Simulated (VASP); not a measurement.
# TiC (Khamrabaevite): structure and properties in VASP

What structure and properties does PBEsol give TiC (Khamrabaevite), and how near are they to the measured ones? The steps: full relaxation (PBEsol), second relaxation, single point with fields (PBEsol), band structure (PBEsol), density of states (PBEsol), volume scan with PBEsol, fit for PBEsol, independent-particle dielectric function (PBEsol) and field gradients at the nuclei (PBEsol). Left out of this account: 1 further run (relaxation: it shows nothing beyond the runs told). The start is a cell from a database of measured crystal structures.

Calculated with VASP 6.6.1; PBEsol; plane waves and PAW (Ti_sv, C).

Experimental background.

For TiC, fcc rocksalt (polycrystalline pellet, spark plasma sintered), “Reflectance spectral studies of spark plasma sintered tungsten carbide pellet” (2024, arxiv:2411.15754) gives, by X-ray diffraction: lattice constant a (cubic a, SPS sample (HP sample identical)) 4.325 Å.

Most raw output is cut from this account.

### 1. Set-up

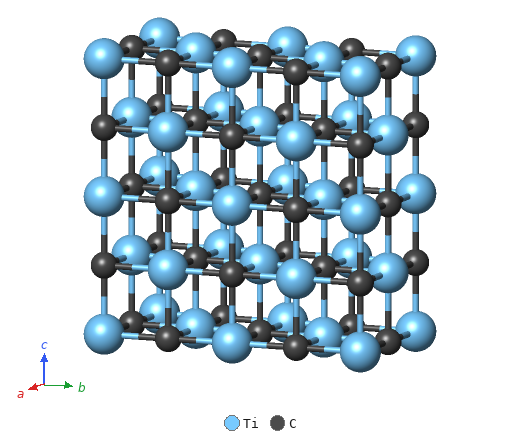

Start, viewed slightly off an axis; titanium blue, carbon dark grey. 1×2×2 cells are drawn. This picture shows the conventional cell, with its axes. Some periodic images of atoms are drawn too.

### 2. Full relaxation (PBEsol)

The start need not lie at this functional's minimum. ISIF = 3 frees volume, shape and positions, and EDIFFG sets the threshold on forces and stress at which the search stops. PBEsol restores the gradient expansion of exchange and is tuned for the cells of solids.

INCAR

```
SYSTEM = TiC
PREC = Accurate
ENCUT = 520
EDIFF = 1E-06
NELM = 100
ISMEAR = 0
SIGMA = 0.05
LREAL = .FALSE.
ALGO = Normal
GGA = PS
NBANDS = 14
LASPH = .TRUE.
LORBIT = 11
LWAVE = .FALSE.
LCHARG = .FALSE.
KPAR = 2
IBRION = 2
NSW = 60
ISIF = 3
EDIFFG = -0.01
```

POSCAR

```
TiC
1.0
    0.0000000000      2.1640000000      2.1640000000
    2.1640000000      0.0000000000      2.1640000000
    2.1640000000      2.1640000000      0.0000000000
Ti C
1 1
Direct
    0.0000000000      0.0000000000      0.0000000000
    0.5000000000      0.5000000000      0.5000000000
```

KPOINTS

```
Automatic mesh
0
Gamma
8 8 8
0 0 0
```

PAW data sets: Ti_sv and C (PBE family, release 64).

On the command line:

```console
> mpirun -np 2 vasp_std
```

The job ended after 14 s (2 MPI ranks of AMD EPYC 7R43, shared host; peak memory 0.23 GiB; 27 s of CPU time).

The k-mesh is coarse for a metal. The PAW data sets were made with PBE, which is usual practice but a small mismatch for other functionals. The run keeps the 48 symmetry operations of its start, so it cannot find a distortion of lower symmetry.

Relaxation path:

| step | energy less that of the first step (eV) | largest force (eV/Å) | pressure (GPa) | volume (Å³) |
| --- | --- | --- | --- | --- |
| 1 | 0.0000 | 0.0000 | -5.84 | 20.27 |
| 2 | 0.0072 | 0.0000 | 8.66 | 19.20 |
| 3 | -0.0087 | 0.0000 | -0.04 | 19.81 |

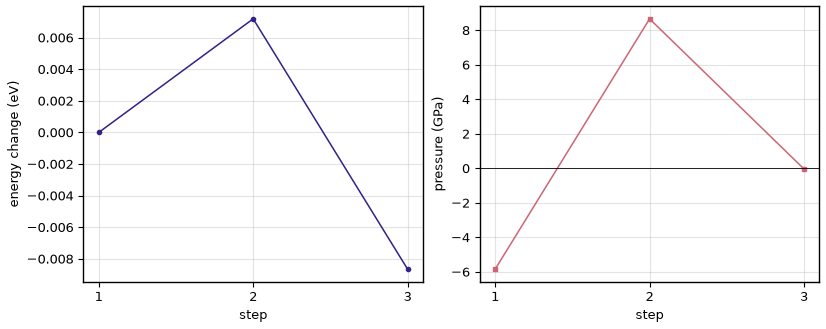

Energy and pressure along the relaxation.

```csv
"conventional cell, symmetrised",before,after,change
a (Å),4.328,4.295,-0.8 %
b (Å),4.328,4.295,-0.8 %
c (Å),4.328,4.295,-0.8 %
volume (Å³/atom),10.13,9.90,-2.3 %
```

The relaxed structure:

```xyz
2
Lattice="0.0000 2.1475 2.1475 2.1475 0.0000 2.1475 2.1475 2.1475 0.0000" Properties=species:S:1:pos:R:3 pbc="T T T"
Ti    0.0000    0.0000    0.0000
C     2.1475    2.1475    2.1475
```

This step gave:

| Item | Value |
| --- | --- |
| electrons | 16 |
| bands | 14 |
| irreducible k-points | 29 |
| symmetry operations | 48 |
| free energy (TOTEN) | -19.80 eV |
| energy at zero smearing | -19.80 eV |
| Fermi energy | 9.573 eV |
| pressure | -0.03788 GPa |
| metallic | yes |
| SCF cycles over all ionic steps | 35 |

It ends with forces that vanish by symmetry and a pressure of -0.04 GPa. The volume lies -2.3 % from that of the database's start, which holds the thermal and zero-point expansion of its experiment.

### 3. Second relaxation

The basis stayed that of the start cell while the cell moved. A rerun from the cell reached resets it; the error of the finite cutoff stays.

INCAR is that of step 2.

POSCAR

```
TiC
1.0
    0.0000000000      2.1474690364      2.1474690364
    2.1474690364      0.0000000000      2.1474690364
    2.1474690364      2.1474690364      0.0000000000
Ti C
1 1
Direct
    0.0000000000      0.0000000000      0.0000000000
    0.5000000000      0.5000000000      0.5000000000
```

KPOINTS is that of step 2.

On the command line:

```console
> mpirun -np 2 vasp_std
```

The job ended after 5.6 s (2 MPI ranks; peak memory 0.21 GiB).

Little changed from the start: no atom moved by 0.005 Å and no cell edge by 0.1 %.

Numbers from this step:

```
pressure                        : -0.06437 GPa
SCF cycles over all ionic steps : 14
```

It ends with forces that vanish by symmetry and a pressure of -0.06 GPa. The volume moved by under 0.01 %: the run met its threshold at the first step.

### 4. Single point with fields (PBEsol)

The relaxed cell gets a fresh self-consistent run, on a basis set for its own volume, to fix the density and to check the remaining stress.

INCAR: that of step 3 with these lines changed.

```diff
@@ -14,7 +14,5 @@
 LWAVE = .FALSE.
-LCHARG = .FALSE.
-KPAR = 2
-IBRION = 2
-NSW = 60
-ISIF = 3
-EDIFFG = -0.01
+LCHARG = .TRUE.
+ISIF = 2
+LELF = .TRUE.
+LVHAR = .TRUE.
```

POSCAR is that of step 3.

KPOINTS is that of step 3.

On the command line:

```console
> mpirun -np 2 vasp_std
```

Wall time 6.8 s (2 MPI ranks); peak memory 0.18 GiB; 12 s of CPU time.

This step gave:

```
SCF cycles : 14
```

Valence electrons inside each PAW sphere by angular momentum. Sphere charges, by row:

```
atom  s (e)  p (e)  d (e)  tot (e)
 Ti1  2.206  6.263  1.994    10.46
  C2  0.893  1.506      0    2.399
```

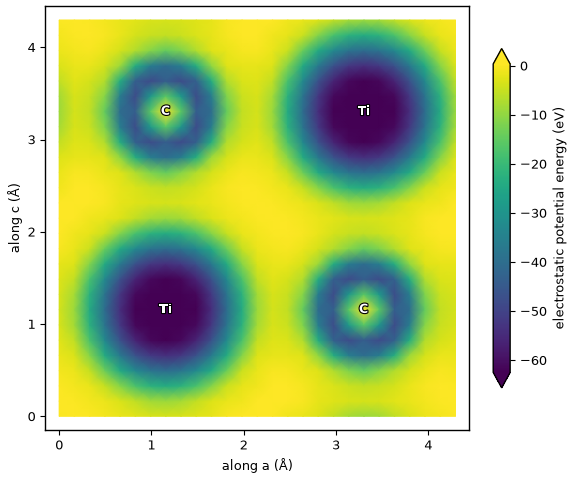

Electrostatic potential energy in the ac plane of the conventional cell at fractional y = 0.000, with atoms of Ti and C within 0.2 Å of it. With pseudopotentials it is smooth inside the atoms' cores, unlike the true potential. The map starts off the cell's origin, so that atoms lie inside it.

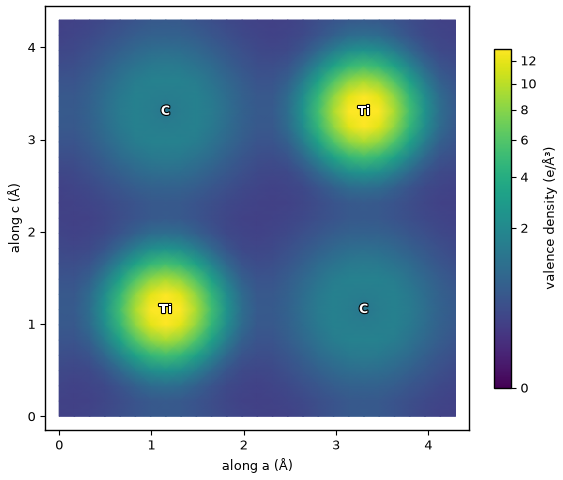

Valence density in the ac plane of the conventional cell at fractional y = 0.000, with atoms of Ti and C within 0.2 Å of it. It is the smooth field of the valence electrons, not physical close to the nuclei. The map starts off the cell's origin, so that atoms lie inside it. The colour scale is stretched toward low values.

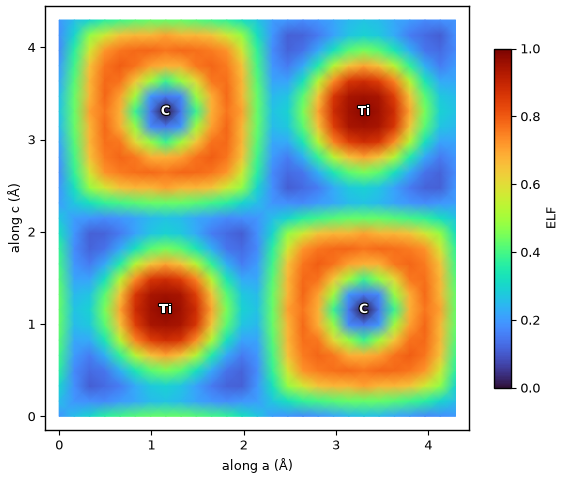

ELF in the ac plane of the conventional cell at fractional y = 0.000, with atoms of Ti and C within 0.2 Å of it. It is the smooth field of the valence electrons, not physical close to the nuclei. The map starts off the cell's origin, so that atoms lie inside it.

In this run the pressure is -0.06 GPa, small enough to go on.

### 5. Band structure (PBEsol)

Levels along the symmetry lines show where the bands peak and cross; KPOINTS_OPT computes them in the converged potential.

INCAR

```
SYSTEM = TiC
PREC = Accurate
ENCUT = 520
EDIFF = 1E-06
NELM = 100
ISMEAR = 0
SIGMA = 0.05
LREAL = .FALSE.
ALGO = Normal
GGA = PS
NBANDS = 20
LASPH = .TRUE.
LORBIT = 11
LWAVE = .FALSE.
LCHARG = .FALSE.
KPAR = 2
```

POSCAR is that of step 4.

KPOINTS is that of step 4.

KPOINTS_OPT

```
Line mode
16
Line-mode
Reciprocal
  0.00000000   0.00000000   0.00000000 GAMMA
  0.50000000   0.00000000   0.50000000 X

  0.50000000   0.00000000   0.50000000 X
  0.50000000   0.25000000   0.75000000 W

  0.50000000   0.25000000   0.75000000 W
  0.37500000   0.37500000   0.75000000 K

  0.37500000   0.37500000   0.75000000 K
  0.00000000   0.00000000   0.00000000 GAMMA

  0.00000000   0.00000000   0.00000000 GAMMA
  0.50000000   0.50000000   0.50000000 L

  0.50000000   0.50000000   0.50000000 L
  0.62500000   0.25000000   0.62500000 U

  0.62500000   0.25000000   0.62500000 U
  0.50000000   0.25000000   0.75000000 W

  0.50000000   0.25000000   0.75000000 W
  0.50000000   0.50000000   0.50000000 L

  0.50000000   0.50000000   0.50000000 L
  0.37500000   0.37500000   0.75000000 K

  0.62500000   0.25000000   0.62500000 U
  0.50000000   0.00000000   0.50000000 X
```

On the command line:

```console
> mpirun -np 2 vasp_std
```

Wall time 21 s (2 MPI ranks); peak memory 0.23 GiB; 39 s of CPU time.

Numbers from this step:

```yaml
scf_cycles: 13
bands: 20
pressure: -0.2668 GPa
```

The electronic bands at the labelled points (eV, zero at the Fermi level; # counts the bands kept):

```
    point      #1     #2     #3     #4    #5    #6    #7    #8
        Γ  -12.45   0.70   0.70   0.70  1.77  1.77  1.77  1.81
        X  -10.13  -3.43  -1.72   0.03  0.03  2.86  3.68  3.68
        W   -9.49  -3.18  -3.18  -2.73  2.91  2.91  3.68  5.41
        K   -9.57  -3.54  -3.37  -1.72  1.52  3.28  4.00  5.67
        Γ  -12.45   0.70   0.70   0.70  1.77  1.77  1.77  1.81
        L   -8.81  -5.96  -2.95  -2.95  3.05  3.05  4.28  8.33
        U   -9.57  -3.54  -3.37  -1.72  1.52  3.28  4.00  5.67
        W   -9.49  -3.18  -3.18  -2.73  2.91  2.91  3.68  5.41
        L   -8.81  -5.96  -2.95  -2.95  3.05  3.05  4.28  8.33
        K   -9.57  -3.54  -3.37  -1.72  1.52  3.28  4.00  5.67
jump to U   -9.57  -3.54  -3.37  -1.72  1.52  3.28  4.00  5.67
        X  -10.13  -3.43  -1.72   0.03  0.03  2.86  3.68  3.68
```

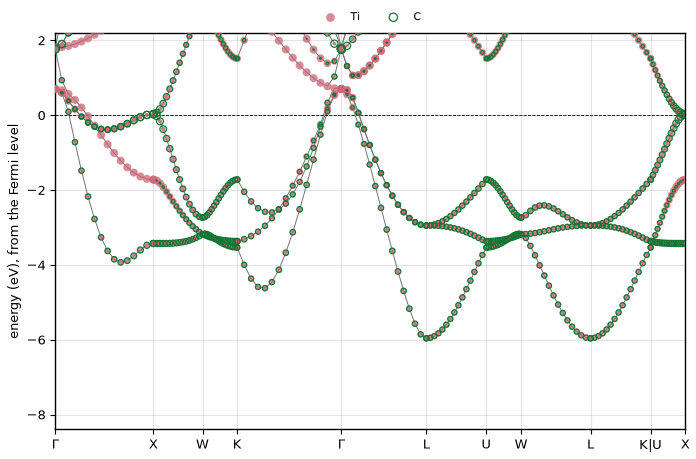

Electronic bands along the path; dots are coloured as in the legend, and their area grows with the weight.

There is no gap at this level.

Of the bands kept, 4 cross the Fermi level on this path.

### 6. Density of states (PBEsol)

Here the states are counted by energy and projected on the atoms. The mesh is finer than in the run before.

INCAR: that of step 5 with these lines changed.

```diff
@@ -5,3 +5,3 @@
 NELM = 100
-ISMEAR = 0
+ISMEAR = -5
 SIGMA = 0.05
@@ -16 +16,2 @@
 KPAR = 2
+NEDOS = 2001
```

POSCAR is that of step 5.

KPOINTS

```
Automatic mesh
0
Gamma
11 11 11
0 0 0
```

On the command line:

```console
> mpirun -np 2 vasp_std
```

Wall time 14 s (2 MPI ranks); peak memory 0.22 GiB; 26 s of CPU time.

With tetrahedra the forces and stress of a metal are not exact derivatives of the energy.

This step gave:

```yaml
scf_cycles: 15
irreducible_k_points: 56
fermi_energy: 9.636 eV
pressure: -0.07188 GPa
dos_at_the_fermi_level: 0.2280 states/eV/cell
```

The density of states has structure finer than the step of the table below, so its rows give means over 1 eV, whole bins alone (the curve runs from -12.0 to 1.66 eV). Peaks (eV: height): total -9.5: 2.18, -4.0: 1.39, -3.0: 2.86, -2.5: 3.31; Ti d -9.5: 0.235, -4.0: 0.276, -3.0: 0.969, -2.5: 1.23; C p -4.0: 0.344, -3.0: 0.695, -2.5: 0.884; Ti p -9.4: 0.130, -3.5: 0.138, -3.1: 0.195, -2.5: 0.100; Ti s -10.1: 0.0447, -4.6: 0.0831, -2.5: 0.0209.

States under -12.0 eV and over 1.7 eV are left out. The density of states by energy, zero at the Fermi level; means over each step; values in states/eV/cell:

```
energy (eV)   total     Ti d      C p    Ti p     Ti s      C s
        -11   0.275  0.00479  0.00220  0.0128   0.0280    0.103
        -10    1.08    0.104  0.00422  0.0530   0.0352    0.464
         -9   0.542   0.0416  0.00126  0.0399  0.00553    0.243
         -8       0        0        0       0        0        0
         -7       0        0        0       0        0        0
         -6  0.0544  0.00975   0.0113  7.4e-4  0.00650   7.0e-4
         -5   0.543    0.107    0.120  0.0158   0.0494  0.00868
         -4    1.09    0.207    0.267  0.0768   0.0538   0.0155
         -3    1.92    0.638    0.473   0.104  0.00952  0.00744
         -2    1.66    0.634    0.424  0.0531  0.00865  0.00460
         -1   0.611    0.217    0.169  0.0243  0.00207  0.00171
          0   0.273    0.114   0.0632  0.0111   7.1e-4   5.1e-4
          1   0.671    0.418   0.0787  0.0121  0.00335  0.00239
```

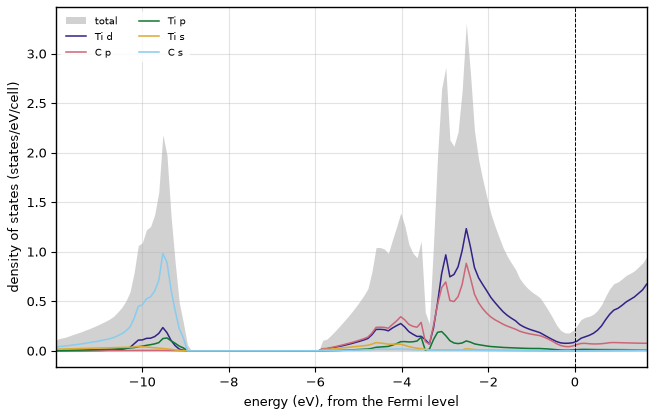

Density of states against energy.

The finer mesh and the other smearing move the Fermi level by +0.06 eV from the 8×8×8 run, one measure of the sampling error in the zero of the bands above. Of the states within 0.3 eV of the Fermi level, the largest shares in the PAW spheres are Ti d 41 % and C p 24 %. The rest lies in smaller channels or between the spheres.

### 7. Volume scan with PBEsol, volume scale 0.94

An equation of state needs energies on both sides of the minimum, all on one mesh and cutoff.

INCAR

```
SYSTEM = TiC
PREC = Accurate
ENCUT = 520
EDIFF = 1E-06
NELM = 100
ISMEAR = 0
SIGMA = 0.05
LREAL = .FALSE.
ALGO = Normal
GGA = PS
NBANDS = 14
LASPH = .TRUE.
LORBIT = 11
LWAVE = .FALSE.
LCHARG = .FALSE.
KPAR = 2
ISIF = 2
```

POSCAR

```
TiC
1.0
    0.0000000000      2.1036308370      2.1036308370
    2.1036308370      0.0000000000      2.1036308370
    2.1036308370      2.1036308370      0.0000000000
Ti C
1 1
Direct
    0.0000000000      0.0000000000      0.0000000000
    0.5000000000      0.5000000000      0.5000000000
```

KPOINTS

```
Automatic mesh
0
Gamma
8 8 8
0 0 0
```

On the command line:

```console
> mpirun -np 2 vasp_std
```

The job ended after 5.8 s (2 MPI ranks; peak memory 0.21 GiB; 10 s of CPU time).

The scan keeps the cell's shape and the fractional positions fixed.

Numbers from this step:

```
SCF cycles              : 14
bands                   : 14
irreducible k-points    : 29
free energy (TOTEN)     : -19.73 eV
energy at zero smearing : -19.73 eV
Fermi energy            : 10.32 eV
pressure                : 18.54 GPa
```

The pressure here is 18.54 GPa.

### 8. Volume scan with PBEsol, volume scale 0.96

INCAR is that of step 7.

POSCAR

```
TiC
1.0
    0.0000000000      2.1184456267      2.1184456267
    2.1184456267      0.0000000000      2.1184456267
    2.1184456267      2.1184456267      0.0000000000
Ti C
1 1
Direct
    0.0000000000      0.0000000000      0.0000000000
    0.5000000000      0.5000000000      0.5000000000
```

KPOINTS is that of step 7.

On the command line:

```console
> mpirun -np 2 vasp_std
```

Elapsed: 5.8 s, on 2 MPI ranks; peak memory 0.2 GiB; 10 s of CPU time.

This step gave:

* free energy (TOTEN): -19.77 eV
* energy at zero smearing: -19.77 eV
* Fermi energy: 10.07 eV
* pressure: 11.70 GPa

The pressure falls from 18.54 to 11.70 GPa.

The run ends at a pressure of 11.70 GPa.

### 9. Volume scan with PBEsol, volume scale 0.98

INCAR is that of step 8.

POSCAR

```
TiC
1.0
    0.0000000000      2.1330560583      2.1330560583
    2.1330560583      0.0000000000      2.1330560583
    2.1330560583      2.1330560583      0.0000000000
Ti C
1 1
Direct
    0.0000000000      0.0000000000      0.0000000000
    0.5000000000      0.5000000000      0.5000000000
```

KPOINTS is that of step 8.

On the command line:

```console
> mpirun -np 2 vasp_std
```

It took 5.6 s on 2 MPI ranks; peak memory 0.21 GiB; 10 s of CPU time.

The pressure falls from 11.70 to 5.53 GPa.

The run ends at a pressure of 5.53 GPa.

### 10. Volume scan with PBEsol, volume scale 1

INCAR is that of step 9.

POSCAR

```
TiC
1.0
    0.0000000000      2.1474690364      2.1474690364
    2.1474690364      0.0000000000      2.1474690364
    2.1474690364      2.1474690364      0.0000000000
Ti C
1 1
Direct
    0.0000000000      0.0000000000      0.0000000000
    0.5000000000      0.5000000000      0.5000000000
```

KPOINTS is that of step 9.

On the command line:

```console
> mpirun -np 2 vasp_std
```

Elapsed: 5.6 s, on 2 MPI ranks; peak memory 0.21 GiB.

The pressure falls from 5.53 to -0.06 GPa, so it vanishes between these two volumes.

### 11. Volume scan with PBEsol, volume scale 1.02

INCAR is that of step 10.

POSCAR

```
TiC
1.0
    0.0000000000      2.1616911001      2.1616911001
    2.1616911001      0.0000000000      2.1616911001
    2.1616911001      2.1616911001      0.0000000000
Ti C
1 1
Direct
    0.0000000000      0.0000000000      0.0000000000
    0.5000000000      0.5000000000      0.5000000000
```

KPOINTS is that of step 10.

On the command line:

```console
> mpirun -np 2 vasp_std
```

Wall time 5.6 s (2 MPI ranks); peak memory 0.21 GiB; 10 s of CPU time.

The pressure falls from -0.06 to -5.15 GPa.

The run ends at a pressure of -5.15 GPa.

### 12. Volume scan with PBEsol, volume scale 1.04

INCAR is that of step 11.

POSCAR

```
TiC
1.0
    0.0000000000      2.1757284486      2.1757284486
    2.1757284486      0.0000000000      2.1757284486
    2.1757284486      2.1757284486      0.0000000000
Ti C
1 1
Direct
    0.0000000000      0.0000000000      0.0000000000
    0.5000000000      0.5000000000      0.5000000000
```

KPOINTS is that of step 11.

On the command line:

```console
> mpirun -np 2 vasp_std
```

Elapsed: 5.8 s, on 2 MPI ranks; peak memory 0.21 GiB.

The pressure falls from -5.15 to -9.66 GPa.

The run ends at a pressure of -9.66 GPa.

### 13. Volume scan with PBEsol, volume scale 1.06

A prediction first. A parabola through the 6 pressures of evenly scaled cells so far, P = -0.08 -266.2 t +561 t² GPa with t = ln(V/V₁) and V₁ the volume at scale 1, gives -13.69 GPa at t = +0.0583.

INCAR is that of step 12.

POSCAR

```
TiC
1.0
    0.0000000000      2.1895869653      2.1895869653
    2.1895869653      0.0000000000      2.1895869653
    2.1895869653      2.1895869653      0.0000000000
Ti C
1 1
Direct
    0.0000000000      0.0000000000      0.0000000000
    0.5000000000      0.5000000000      0.5000000000
```

KPOINTS is that of step 12.

On the command line:

```console
> mpirun -np 2 vasp_std
```

The job ended after 6 s (2 MPI ranks; peak memory 0.22 GiB; 11 s of CPU time).

The pressure falls from -9.66 to -13.85 GPa. The parabola predicted -13.69 GPa, +0.16 GPa off.

### 14. Comparing the runs

Times are for 2 MPI ranks of AMD EPYC 7R43, shared host. The runs compared:

| no. | volume scale | energy above the lowest point (meV/atom) | pressure (GPa) | time | memory (GiB) |
| --- | --- | --- | --- | --- | --- |
| 1 | 0.94 | 32.75 | 18.54 | 5.8 s | 0.21 |
| 2 | 0.96 | 14.06 | 11.70 | 5.8 s | 0.2 |
| 3 | 0.98 | 3.4 | 5.527 | 5.6 s | 0.21 |
| 4 | 1 | 0 | -0.06437 | 5.6 s | 0.21 |
| 5 | 1.02 | 3.12 | -5.146 | 5.6 s | 0.21 |
| 6 | 1.04 | 12.16 | -9.656 | 5.8 s | 0.21 |
| 7 | 1.06 | 26.55 | -13.85 | 6 s | 0.22 |

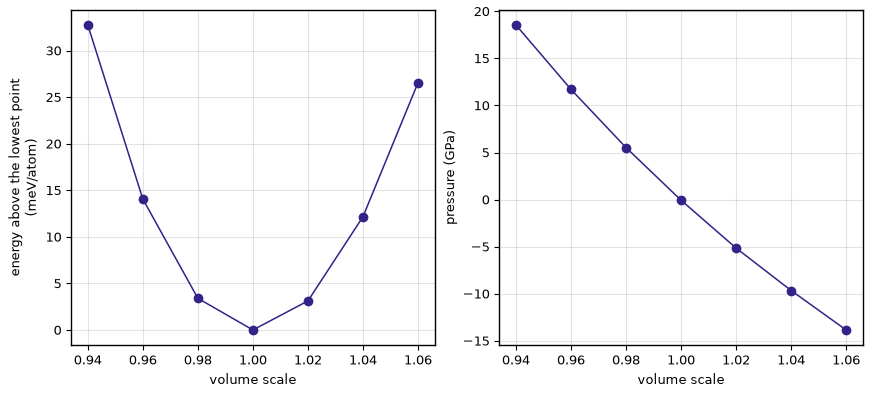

The series as plots.

### 15. Fit for PBEsol

This step: Birch-Murnaghan fit, PBEsol; plane waves and PAW (VASP 6.6.1).

Derived from the runs above.

This step gave:

```yaml
pressure_derivative_of_the_bulk_modulus: 4.076
r_m_s_error_of_the_fit: 5.13e-6 eV/atom
minimum_inside_the_sampled_range: yes
bulk_modulus: 264.3 GPa
equilibrium_volume_of_the_fit: 9.904 Å³/atom
```

Table of energy above the fitted minimum by volume:

```csv
volume (Å³/atom),energy above the fitted minimum (eV/atom)
9.309,0.0328
9.507,0.0141
9.705,0.00341
9.903,8.3e-6
10.101,0.00313
10.300,0.0122
10.498,0.0266
```

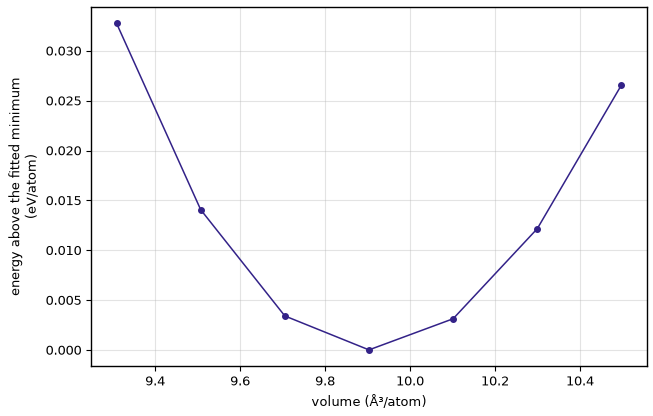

Energy above the fitted minimum, plotted against volume.

The fitted volume lies +0.01 % from the relaxed one.

[end of part 1 of 2]

[Lines on the potential files, build, host, timing and source positions are cut from VASP's logs without a mark.]

[Logs are printed without paths, hosts, clocks, repeated set-up lines and the standing remarks that a program may print on its own settings, such as how far it seeks lower states.]

[Hosts, paths, dates, database ids (printed as entryN), source tags and the programs' standing remarks are cut or masked in the printed files.]

[Measured values are set beside computed ones only where the two were judged alike; some that the calculation misses by far are left out.]
